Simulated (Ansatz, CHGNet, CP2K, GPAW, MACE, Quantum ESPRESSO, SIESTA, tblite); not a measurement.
## Running Σ3 (111)[11-2] symmetric tilt boundary in Na2S (72 atoms) with SIESTA

How do the settings of SIESTA change the result for Σ3 (111)[11-2] symmetric tilt boundary in Na2S (72 atoms)? A plane-wave run serves as the yardstick.

Program: SIESTA 5.4.2. Level of theory: the method is named at each step. Results are calculated unless marked as measured.

## (1) The starting structure

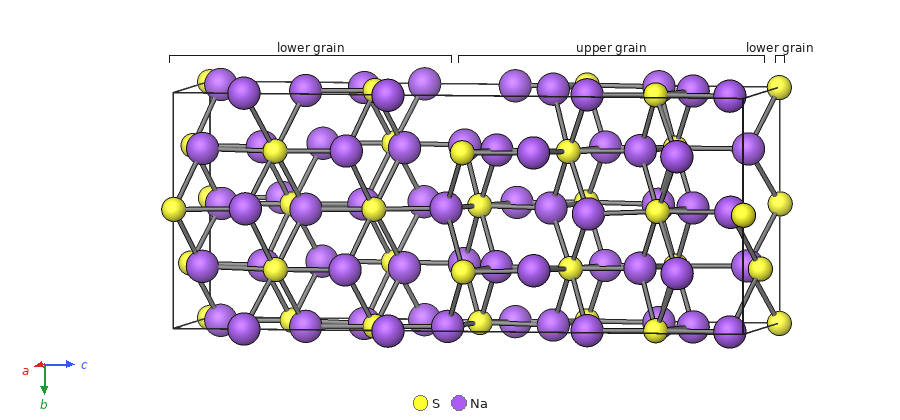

The cell as given, from the side, with the c axis across the page (sulfur yellow, sodium purple). Some periodic images of atoms are drawn too.

The cell holds 72 atoms: 24 S and 48 Na. Cell: a = 8.010 Å, b = 9.249 Å, c = 22.675 Å, α = 90.0°, β = 90.0°, γ = 90.0°. It derives from Na2S (fluorite-type). Antifluorite-type Na2S (a = 6.54 Å); two grains mirrored in (111), tilt axis [11-2]; 1 x 2 boundary periods, 1 lattice periods a grain, two boundaries a cell, upper grain shifted by [0.404, 0] of the boundary cell and opened by 0.01 Å, no atom removed; not relaxed, displaced by a Gaussian of 0.02 Å. Then every atom was moved at random, 0.03 Å r.m.s. a Cartesian component. Regions: lower grain, 36 atoms (12 S and 24 Na); upper grain, 36 atoms (12 S and 24 Na). The structure's axis is c.

The yardstick, on the same geometry:

- method: Kohn-Sham DFT, PBE, PAW, plane waves (Ansatz 0.2.0); cutoff 420 eV, Γ point, fermi-dirac smearing of 0.05 eV; PAW set soft_2
- r.m.s. force component: 0.5607 eV/Å
- longest force: 2.847 eV/Å
- pressure: 1.154 GPa
- gap (highest filled to lowest empty level): 2.208 eV
- SCF cycles: 8
- time: 8.8 s on 8 threads of Arm Neoverse V2, shared host
- CPU time: 64 s

## (2) PBE, DZP, shift 0.01 Ry, mesh 500 Ry

Method: Kohn-Sham DFT, PBE, PseudoDojo 0.4.1 norm-conserving pseudopotentials (converted to PSML), numerical atomic orbitals (DZP), diagonalisation.

The .psml files are PseudoDojo norm-conserving potentials that we converted to this format, checked against plane waves on the same files for H, C, O, Si, Ge and Ca alone.

input.fdf reads:

```
SystemLabel cell
NumberOfAtoms 72
NumberOfSpecies 2
%block ChemicalSpeciesLabel
  1 16 S
  2 11 Na
%endblock ChemicalSpeciesLabel
LatticeConstant 1.0 Ang
%block LatticeVectors
  8.00983 0.00000 0.00000
  0.00000 9.24896 0.00000
  0.00000 0.00000 22.67522
%endblock LatticeVectors
PAO.BasisSize DZP
PAO.EnergyShift 0.01 Ry
XC.Functional GGA
XC.Authors PBE
MeshCutoff 500 Ry
%block kgrid_Monkhorst_Pack
  1 0 0 0.0
  0 1 0 0.0
  0 0 1 0.0
%endblock kgrid_Monkhorst_Pack
SolutionMethod diagon
OccupationFunction FD
ElectronicTemperature 580 K
SCF.Mixer.Method Pulay
SCF.Mixer.Weight 0.05
SCF.Mixer.History 8
SCF.Mix Hamiltonian
MaxSCFIterations 300
SCF.DM.Tolerance 1e-04
SCF.H.Tolerance 1.0e-3 eV
WriteForces T
Write.HirshfeldPop T
Write.VoronoiPop T
Write.DM F
Write.H F
XML.Write F
AtomicCoordinatesFormat Fractional
%block AtomicCoordinatesAndAtomicSpecies
  0.49323 0.24915 0.00151 1
  0.50144 0.25019 0.12353 2
  0.50170 0.24830 0.37322 2
  0.83024 0.25234 0.16708 1
  0.83273 0.24846 0.29229 2
  0.84227 0.24350 0.04071 2
  0.00508 0.00204 0.99902 1
  0.99114 0.99963 0.12276 2
  0.99826 0.00197 0.37601 2
  0.33947 0.99287 0.16537 1
  0.33276 0.00379 0.29184 2
  0.32315 0.99734 0.03913 2
  0.66260 0.99886 0.33159 1
  0.67049 0.99558 0.45977 2
  0.66130 0.00230 0.21010 2
  0.51545 0.74630 0.99865 1
  0.49782 0.75308 0.12571 2
  0.50213 0.75734 0.37296 2
  0.82613 0.75471 0.16748 1
  0.82504 0.75295 0.28962 2
  0.83841 0.74353 0.04003 2
  0.00071 0.49516 0.00029 1
  0.00104 0.48957 0.12588 2
  0.00961 0.50119 0.37581 2
  0.33531 0.49996 0.16512 1
  0.33073 0.49767 0.29071 2
  0.33002 0.50125 0.04109 2
  0.66682 0.50248 0.32995 1
  0.66695 0.49433 0.45671 2
  0.66680 0.50543 0.21080 2
  0.16255 0.24621 0.33262 1
  0.17157 0.25105 0.45755 2
  0.16940 0.24987 0.20870 2
  0.16472 0.75043 0.33194 1
  0.17843 0.75305 0.45746 2
  0.16439 0.75008 0.20670 2
  0.90864 0.24685 0.50081 1
  0.90984 0.25401 0.87744 2
  0.90515 0.24440 0.62541 2
  0.25121 0.25004 0.83232 1
  0.23547 0.25039 0.70903 2
  0.23967 0.25161 0.95992 2
  0.40685 0.99107 0.49965 1
  0.40810 0.00013 0.87372 2
  0.40121 0.99866 0.62777 2
  0.73719 0.00149 0.82928 1
  0.73871 0.00413 0.70900 2
  0.73906 0.00338 0.95948 2
  0.07917 0.99579 0.66646 1
  0.07089 0.00262 0.53988 2
  0.07325 0.00020 0.79209 2
  0.90255 0.75280 0.50213 1
  0.90546 0.74969 0.87765 2
  0.90485 0.74419 0.62596 2
  0.23173 0.75138 0.83216 1
  0.23748 0.75225 0.70859 2
[... 12 atom lines left out ...]
  0.57319 0.24688 0.79159 2
  0.56480 0.74977 0.66862 1
  0.57415 0.74508 0.53930 2
  0.57043 0.74541 0.79105 2
%endblock AtomicCoordinatesAndAtomicSpecies
```

Command:

```sh
$ OMP_NUM_THREADS=1 mpirun -np 2 siesta < input.fdf > output.txt
```

What it wrote:

```text
Version         : 5.4.2
reinit: System Name:
reinit: System Label: cell
initatom: Reading input for the pseudopotentials and atomic orbitals ----------
Species number:   1 Atomic number:   16 Label: S
Species number:   2 Atomic number:   11 Label: Na
Ground state valence configuration (from tables):   3s02  3p04  3d00  4f00
Ground state valence configuration (from tables):   3s01  3p00  3d00  4f00
---- Processing specs for species: S
GGA--PBE XC_GGA_X_PBE--XC_GGA_C_PBE pb
---- Processing specs for species: Na
GGA--PBE XC_GGA_X_PBE--XC_GGA_C_PBE pb
Semicore shell(s) with  8 electrons included in the valence for Na
Semicore shell(s): 2s 2p
Fallback to non-perturbative polarization scheme for Na
Please see the manual if this is not desired in principle
S pseudopotential only contains V_ls up to l=2 -- lmxkb reset.
Na pseudopotential only contains V_ls up to l=1 -- lmxkb reset.
Using PAO.SplitTailNorm
%block ChemicalSpeciesLabel
    1   16 S                       # Species index, atomic number, species label
    2   11 Na                      # Species index, atomic number, species label
%endblock ChemicalSpeciesLabel
%block PAO.Basis                 # Define Basis set
S                     2                    # Species label, number of l-shells
 n=3   0   2                         # n, l, Nzeta
   4.449      3.085
   1.000      1.000
 n=3   1   2 P   1                   # n, l, Nzeta, Polarization, NzetaPol
   5.501      3.851
   1.000      1.000
Na                    4                    # Species label, number of l-shells
 n=2   0   1                         # n, l, Nzeta
   2.609
   1.000
 n=3   0   2                         # n, l, Nzeta
   8.808      6.635
   1.000      1.000
 n=2   1   1                         # n, l, Nzeta
   3.003
   1.000
 n=3   1   1                         # n, l, Nzeta
   8.808
   1.000
%endblock PAO.Basis
coor:   Atomic-coordinates input format  =     Fractional
siesta: System type = bulk
initatomlists: Number of atoms, orbitals, and projectors:     72   744   816
siesta: ******************** Simulation parameters ****************************
Total number of electrons:   576.000000
Total ionic charge:   576.000000
 Kpoints in:            1 . Kpoints trimmed:            1
siesta: k-grid: Number of k-points = 1
siesta: k-points from Monkhorst-Pack grid
siesta: k-cutoff (effective) =     4.005 Ang
siesta: k-point supercell and displacements
siesta: k-grid:     1     0     0      0.000
siesta: k-grid:     0     1     0      0.000
siesta: k-grid:     0     0     1      0.000
                     ====================================
                        Single-point calculation
                     ====================================
outcell: Unit cell vectors (Ang):
        8.009830    0.000000    0.000000
        0.000000    9.248960    0.000000
        0.000000    0.000000   22.675220
outcell: Cell vector modules (Ang)   :    8.009830    9.248960   22.675220
outcell: Cell angles (23,13,12) (deg):     90.0000     90.0000     90.0000
outcell: Cell volume (Ang**3)        :   1679.8392
Gamma-point calculation with interaction between periodic images
Gamma-point calculation with interaction between periodic images
Some features might not work optimally:
Some features might not work optimally:
e.g. DM initialization from atomic data
e.g. DM initialization from atomic data
new_DM -- step:     1
Initializing Density Matrix...
Attempting to read DM from file... Failed...
DM filled with atomic data:
InitMesh: MESH = 108 x 128 x 320 = 4423680
InitMesh: Mesh cutoff (required, used) =   500.000   502.462 Ry
stepf: Fermi-Dirac step function
        iscf     Eharris(eV)        E_KS(eV)     FreeEng(eV)     dDmax    Ef(eV) dHmax(eV)
   scf:    1   -66930.456680   -66933.325705   -66933.325705  0.813384 -5.216715  4.460031
   scf:    2   -66939.264269   -66936.343921   -66936.343921  0.013273 -5.312805  4.092240
   scf:    3   -66951.704333   -66947.712386   -66947.712386  0.111426 -4.761407  1.227356
   scf:    4   -66947.385208   -66947.556726   -66947.556726  0.005868 -4.732723  1.334993
   scf:    5   -66947.200575   -66947.761552   -66947.761552  0.042024 -4.874785  1.100597
   scf:    6   -66948.216169   -66948.028288   -66948.028288  0.012159 -4.836115  0.458964
[...]
scf:   12   -66948.076966   -66948.076961   -66948.076961  0.000123 -4.789527  0.001553
   scf:   13   -66948.076962   -66948.076961   -66948.076961  0.000028 -4.789494  0.001190
   scf:   14   -66948.076962   -66948.076962   -66948.076962  0.000037 -4.789311  0.000483
SCF Convergence by DM+H criterion
max |DM_out - DM_in|         :     0.0000367721
max |H_out - H_in|      (eV) :     0.0004826138
SCF cycle converged after 14 iterations
Using DM_out to compute the final energy and forces
siesta: E_KS(eV) =           -66948.0770
siesta: E_KS - E_eggbox =    -66948.0770
siesta: Atomic forces (eV/Ang):
     1    2.803425   -0.078909    0.850705
     2    0.008084   -0.030338    0.055026
     3   -0.117108    0.043506   -0.047732
     4    0.100963   -0.139074    0.016998
     5    0.018737    0.065132   -0.085975
     6   -0.056263    0.156550    0.277313
[...]
70    0.225445    0.006440   -0.109816
    71   -0.167546    0.016150    0.379840
    72    0.000985    0.077410    0.076227
----------------------------------------
   Tot    0.162326   -0.152951   -0.128926
----------------------------------------
   Max    2.803425
   Res    0.587888    sqrt( Sum f_i^2 / 3N )
----------------------------------------
   Max    2.803425    constrained
Stress tensor Voigt[x,y,z,yz,xz,xy] (kbar):      -12.33       -2.60       -3.24        0.75        0.24        0.20
(Free)E + p*V (eV/cell)   -66941.7268
Target enthalpy (eV/cell)   -66948.0770
siesta: Program's energy decomposition (eV):
siesta: Ebs     =    -15448.619803
siesta: Eions   =     84430.748895
siesta: Ena     =      7683.230893
siesta: Ekin    =     38894.949522
siesta: Enl     =    -18304.786354
siesta: DEna    =       290.601395
siesta: DUscf   =        16.184602
siesta: Ex      =    -10433.739288
siesta: Ec      =      -663.768836
siesta: Exc     =    -11097.508124
siesta: Eharris =    -66948.076962
siesta: Etot    =    -66948.076962
siesta: FreeEng =    -66948.076962
siesta: Final energy (eV):
siesta:  Band Struct. =  -15448.619803
siesta:       Kinetic =   38894.949522
siesta:       Hartree =   25680.610045
siesta:         Exch. =  -10433.739288
siesta:         Corr. =    -663.768836
siesta:   Exch.-corr. =  -11097.508124
siesta:  Ion-electron =  -92013.876133
siesta:       Ion-ion =  -28412.252272
siesta:         Total =  -66948.076962
siesta:         Fermi =      -4.789311
siesta: Stress tensor (static) (eV/Ang**3):
siesta:    -0.007695    0.000124    0.000147
siesta:     0.000124   -0.001620    0.000466
siesta:     0.000147    0.000466   -0.002025
siesta: Cell volume =       1679.839191 Ang**3
siesta: Pressure (static):
siesta:                Solid            Molecule  Units
siesta:           0.00004117          0.00016067  Ry/Bohr**3
siesta:           0.00378024          0.01475169  eV/Ang**3
siesta:           6.05660506         23.63481942  kBar
    Orbital volume contribution        =          72.802390 eV
    (Free)E + p_basis*V_orbitals       =      -66875.274572 eV
    (Free)Eharris+ p_basis*V_orbitals  =      -66875.274572 eV
Hirshfeld Atomic Populations:
Atom #   charge [q] valence [e]  Species
     1    -0.385053    6.385053  S
     2     0.174074    8.825926  Na
     3     0.222351    8.777649  Na
     4    -0.365144    6.365144  S
     5     0.177128    8.822872  Na
     6     0.185938    8.814062  Na
     7    -0.375823    6.375823  S
     8     0.185279    8.814721  Na
     9     0.219040    8.780960  Na
    10    -0.367150    6.367150  S
[...]
13    -0.361940    6.361940  S
[...]
16    -0.377628    6.377628  S
[...]
--------------------
 Total    -0.000000
Voronoi Atomic Populations:
Atom #   charge [q] valence [e]  Species
[...]
64    -0.416931    6.416931  S
[...]
67    -0.423827    6.423827  S
[...]
69     0.195502    8.804498  Na
    70    -0.417727    6.417727  S
    71     0.201820    8.798180  Na
    72     0.209569    8.790431  Na
--------------------
 Total    -0.000000
```

Run time: 3 min. Hardware: 2 MPI ranks of Arm Neoverse V2, shared host; peak memory 2.5 GiB; 6 min of CPU time.

Banners, paths, timers and routine set-up lines are dropped from the logs unmarked, and long logs keep their key lines alone; longer cuts are marked.

Against the reference:

* r.m.s. force component: 0.5879 eV/Å
* r.m.s. difference of force components: 32.1 meV/Å
* longest difference of force vectors: 135 meV/Å
* force difference over r.m.s. force: 5.724 %
* slope of forces against the reference's: 1.048
* correlation of force components: 0.9996
* gap (highest filled to lowest empty level): 2.213 eV
* gap difference: 0.0041 eV
* pressure: 0.6056 GPa
* pressure difference: -0.5484 GPa

Length of the force difference by element (eV/Å):

```
element  atoms   mean  most
     Na     48  0.046  0.14
      S     24  0.038  0.12
```

Levels nearest the highest filled one (eV from it): -0.22, -0.21, -0.19, -0.19, -0.16, -0.16, -0.11, -0.10, -0.09, -0.04, -0.01, 0.00, 2.21, 2.86, 3.19, 3.89, 4.00, 4.07, 4.26, 4.30, 4.30, 4.31, 4.35, 4.39.

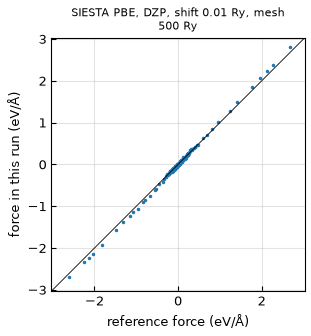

Force components against those of the reference; the line marks equality.

Local excerpt of 10 atoms (numbers count through the whole input) about Na24, which has 3 bonded neighbours where the commonest count for Na is 4; x, y, z are measured from there.

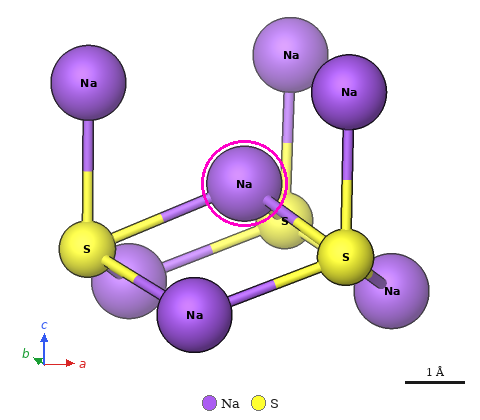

The atoms of the table, within 3.4 Å (arrows a, b, c point along x, y, z); some may hide others; the central atom is ringed.

```
atom      x      y      z  distance (Å)  bonds  Hirshfeld charge (e)     Fx     Fy  Fz (eV/Å)
Na24   0.00   0.00   0.00          0.00      3                  0.22  -0.22   0.04      -0.16
 S34   1.24   2.31  -0.99          2.80      8                 -0.37   0.09   0.01       0.07
 S31   1.23  -2.36  -0.98          2.83      8                 -0.36   0.20   0.15       0.07
 S28  -2.75   0.01  -1.04          2.94      8                 -0.37   0.06  -0.12       0.39
Na26   2.57  -0.03  -1.93          3.22      4                  0.18   0.04   0.10      -0.02
Na32   1.30  -2.31   1.85          3.24      4                  0.18   2.06   0.00      -0.75
Na35   1.35   2.33   1.85          3.27      4                  0.17   1.28  -0.04      -0.41
Na29  -2.74  -0.06   1.83          3.30      4                  0.18   2.37   0.06      -1.05
 Na5  -1.42  -2.34  -1.89          3.33      4                  0.18   0.02   0.07      -0.09
Na20  -1.48   2.33  -1.95          3.38      4                  0.17   0.20  -0.03       0.08
```

Forces lie 5.7 % from the reference's, at 5.7 times its CPU time (on 2 against 8 cores).

## (3) PBE, SZP, shift 0.01 Ry, mesh 500 Ry

Method: Kohn-Sham DFT, PBE, PseudoDojo 0.4.1 norm-conserving pseudopotentials (converted to PSML), numerical atomic orbitals (SZP), diagonalisation.

Edit input.fdf of step 2 so:

```diff
@@ -13,3 +13,3 @@
 %endblock LatticeVectors
-PAO.BasisSize DZP
+PAO.BasisSize SZP
 PAO.EnergyShift 0.01 Ry
```

Command:

```sh
$ OMP_NUM_THREADS=1 siesta < input.fdf > output.txt
```

What it wrote:

```text
Version         : 5.4.2
reinit: System Name:
reinit: System Label: cell
initatom: Reading input for the pseudopotentials and atomic orbitals ----------
Species number:   1 Atomic number:   16 Label: S
Species number:   2 Atomic number:   11 Label: Na
Ground state valence configuration (from tables):   3s02  3p04  3d00  4f00
Ground state valence configuration (from tables):   3s01  3p00  3d00  4f00
---- Processing specs for species: S
GGA--PBE XC_GGA_X_PBE--XC_GGA_C_PBE pb
---- Processing specs for species: Na
GGA--PBE XC_GGA_X_PBE--XC_GGA_C_PBE pb
Semicore shell(s) with  8 electrons included in the valence for Na
Semicore shell(s): 2s 2p
Fallback to non-perturbative polarization scheme for Na
Please see the manual if this is not desired in principle
[... lines left out ...]
Total number of electrons:   576.000000
[... lines left out ...]
stepf: Fermi-Dirac step function
        iscf     Eharris(eV)        E_KS(eV)     FreeEng(eV)     dDmax    Ef(eV) dHmax(eV)
[... lines left out ...]
SCF Convergence by DM+H criterion
[... lines left out ...]
SCF cycle converged after 14 iterations
[... lines left out ...]
   Max    2.812821
[... lines left out ...]
   Max    2.812821    constrained
Stress tensor Voigt[x,y,z,yz,xz,xy] (kbar):      -16.47       -5.11       -6.19        0.85        0.25        0.22
[... lines left out ...]
siesta: DEna    =       254.374611
siesta: DUscf   =        15.642563
siesta: Ex      =    -10445.531401
siesta: Ec      =      -664.084748
siesta: Exc     =    -11109.616149
siesta: Eharris =    -66943.980626
siesta: Etot    =    -66943.980626
siesta: FreeEng =    -66943.980626
siesta: Final energy (eV):
siesta:  Band Struct. =  -15400.049486
siesta:       Kinetic =   38961.593306
siesta:       Hartree =   25728.007205
siesta:         Exch. =  -10445.531401
siesta:         Corr. =    -664.084748
siesta:   Exch.-corr. =  -11109.616149
siesta:  Ion-electron =  -92111.712716
siesta:       Ion-ion =  -28412.252272
siesta:         Total =  -66943.980626
siesta:         Fermi =      -4.656810
siesta: Stress tensor (static) (eV/Ang**3):
siesta:    -0.010280    0.000136    0.000159
siesta:     0.000136   -0.003192    0.000531
siesta:     0.000159    0.000531   -0.003861
siesta: Cell volume =       1679.839191 Ang**3
siesta: Pressure (static):
siesta:                Solid            Molecule  Units
siesta:           0.00006293          0.00017657  Ry/Bohr**3
siesta:           0.00577783          0.01621191  eV/Ang**3
siesta:           9.25710859         25.97434210  kBar
    Orbital volume contribution        =          60.332080 eV
    (Free)E + p_basis*V_orbitals       =      -66883.648545 eV
    (Free)Eharris+ p_basis*V_orbitals  =      -66883.648546 eV
Hirshfeld Atomic Populations:
Atom #   charge [q] valence [e]  Species
     1    -0.388997    6.388997  S
     2     0.174001    8.825999  Na
     3     0.221408    8.778592  Na
     4    -0.364108    6.364108  S
     5     0.177376    8.822624  Na
[...]
7    -0.378871    6.378871  S
[...]
--------------------
 Total     0.000005
Voronoi Atomic Populations:
Atom #   charge [q] valence [e]  Species
[...]
67    -0.424468    6.424468  S
[...]
70    -0.418325    6.418325  S
    71     0.205682    8.794318  Na
    72     0.211054    8.788946  Na
--------------------
 Total     0.000005
```

Elapsed: 5 min, on 1 thread; peak memory 2 GiB.

Compared with the plane-wave run:

| Item | Value |
| --- | --- |
| r.m.s. force component | 0.5926 eV/Å |
| r.m.s. difference of force components | 35.85 meV/Å |
| longest difference of force vectors | 151 meV/Å |
| force difference over r.m.s. force | 6.394 % |
| slope of forces against the reference's | 1.056 |
| correlation of force components | 0.9996 |
| gap (highest filled to lowest empty level) | 2.182 eV |
| gap difference | -0.0268 eV |
| pressure | 0.9257 GPa |
| pressure difference | -0.2283 GPa |

This is a coarse setting, run to see what it loses.

Against the first run (5.7 %), the force difference from the reference is 6.4 %, at 0.83 times the CPU time (on 1 against 2 cores), with 600 basis functions against 744: the smaller basis costs accuracy.

(Part 1 of 2 ends here.)

[Also dropped from logs without a mark: logging warnings of Python, and SIESTA's first energy breakdown and zero terms.]

[Logs are printed without paths, hosts, clocks, repeated set-up lines and the standing remarks that a program may print on its own settings, such as how far it seeks lower states.]

[Hosts, paths, dates, database ids (printed as entryN), source tags and the programs' standing remarks are cut or masked in the printed files.]
